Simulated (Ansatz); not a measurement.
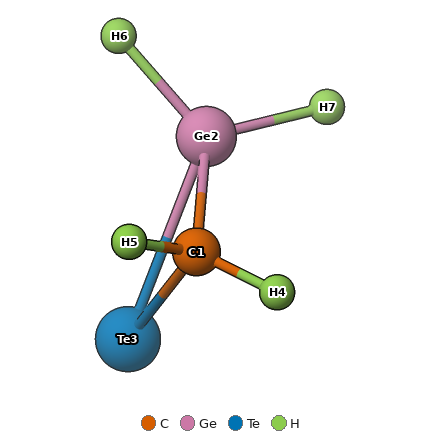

The system is CH₄GeTe (SMILES [CH2]1[GeH2][Te]1) with the probe H2O; the picture shows it without the atoms that are moved over the map. The probe is moved over a plane parallel to the molecule's main plane, 3.59 Å above it. The first coordinate is: x of the probe's O atom; the second: y of the probe's O atom. Nothing is relaxed (molecule and probe rigid, the probe upright with O nearest the plane). The grid has 9 × 9 points. All energies are given in meV relative to molecule and probe far apart, each relaxed in its own basis (no counterpoise correction). All numbers below come from RKS PBE0-D4/def2-SVPD (Ansatz).

Range: x of the probe's O atom from −2.64 to 2.64 Å; y of the probe's O atom from −2.64 to 2.64 Å.

### What landscape does the calculation give?

The lowest grid point is at x of the probe's O atom = 0.66 Å, y of the probe's O atom = −0.66 Å, −103 meV from molecule and probe far apart, each relaxed in its own basis (no counterpoise correction). The bottom of the well lies between grid points, at about x of the probe's O atom = 0.96 Å, y of the probe's O atom = −0.80 Å, about 3.2 meV lower on the interpolated surface. It is the only kind of minimum in the scanned range. The highest grid point, x of the probe's O atom = −1.98 Å, y of the probe's O atom = 0.66 Å, lies 162 meV above the lowest. Near the minimum the curvatures are about 0.027 and 0.055 eV/Å² along the soft and the stiff direction.

| y of the probe's O atom ↓, x of the probe's O atom → | −2.64 | −1.98 | −1.32 | −0.66 | 0.00 | 0.66 | 1.32 | 1.98 | 2.64 |
| --- | --- | --- | --- | --- | --- | --- | --- | --- | --- |
| 2.64 | 6 | 11 | 8 | −7 | −28 | −47 | −59 | −65 | −61 |
| 1.98 | 12 | 24 | 21 | −2 | −33 | −53 | −61 | −69 | −70 |
| 1.32 | 23 | 44 | 42 | 7 | −38 | −58 | −58 | −64 | −71 |
| 0.66 | 32 | 59 | 56 | 10 | −47 | −74 | −71 | −70 | −71 |
| 0.00 | 33 | 57 | 49 | −2 | −61 | −93 | −93 | −83 | −72 |
| −0.66 | 23 | 37 | 23 | −23 | −74 | −103 | −103 | −87 | −68 |
| −1.32 | 11 | 13 | −5 | −43 | −81 | −101 | −99 | −81 | −59 |
| −1.98 | 4 | −2 | −21 | −51 | −80 | −94 | −88 | −69 | −49 |
| −2.64 | 1 | −7 | −23 | −47 | −70 | −79 | −72 | −55 | −38 |

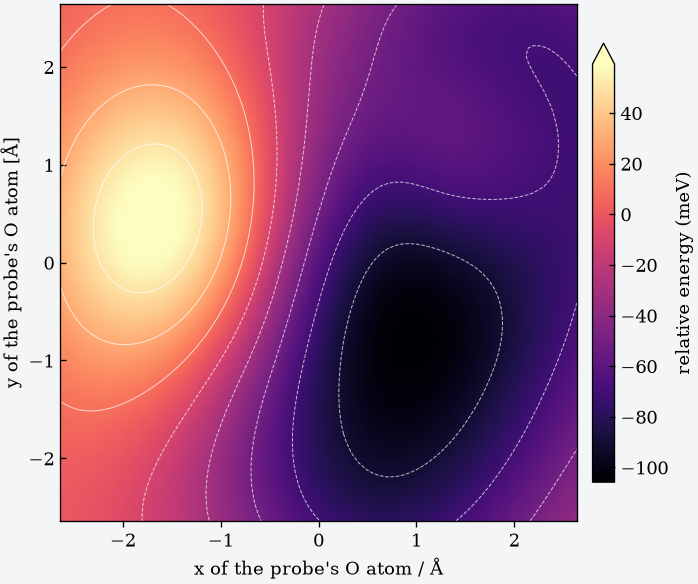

The picture shows a smooth colour map with a few white contour lines, one colour for all values above the top of the scale. Between grid points the surface is interpolated.

Time for the 81 points that were run: 37 min on 1 thread of Arm Neoverse N1 (shared host).
